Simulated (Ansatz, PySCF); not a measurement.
Breaking the Sn1–H2 bond in H2OSn (SMILES [OH][SnH]) (multiplicity 1 held, fragments rigid). Energies count from the point at 1.803 Å.
Geometry at that point (charge 0, multiplicity 1):
```tsv
atom	x (Å)	y (Å)	z (Å)
Sn	-0.1839	-0.1503	0.1953
H	-1.4552	0.0147	-1.0721
O	1.2153	0.7994	-0.8693
H	0.9260	1.1031	-1.7363
```

R- and RO- levels are restricted; in cc, def2 and unpolarised 6-31G sets they are followed outwards from rest. Unrestricted levels (U-) break spin symmetry where that is lower. Active spaces are followed from a long bond inwards. Left out are points that failed, MP2 points that dive below the minimum, coupled-cluster points behind a jump of the amplitudes or a sharp parting from full CI or MRCI, small-basis points behind a change of solution, and semi-empirical points at long bonds. Curves can end on different states.

Cores are frozen in the correlated methods. Filled d and f shells under p-block atoms count as core. Rows in LANL2DZ carry no dispersion term and start afresh at each structure. LANL2DZ brings its own core potentials from Na on.

Run with Ansatz (Gaussian orbitals); PySCF for LANL2DZ rows.  In def2 rows elements past Kr take small-core potentials, without spin–orbit coupling.

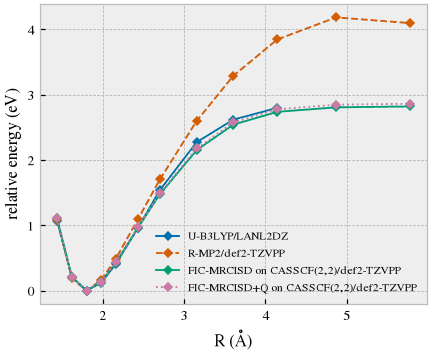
*Relative energy along the coordinate*

Doubts at one or more of the structures used: a spin-contaminated determinant (U-B3LYP/LANL2DZ); a restricted determinant that unrestricted orbitals would lower (R-MP2/def2-TZVPP).

Ansatz is an electronic-structure program.
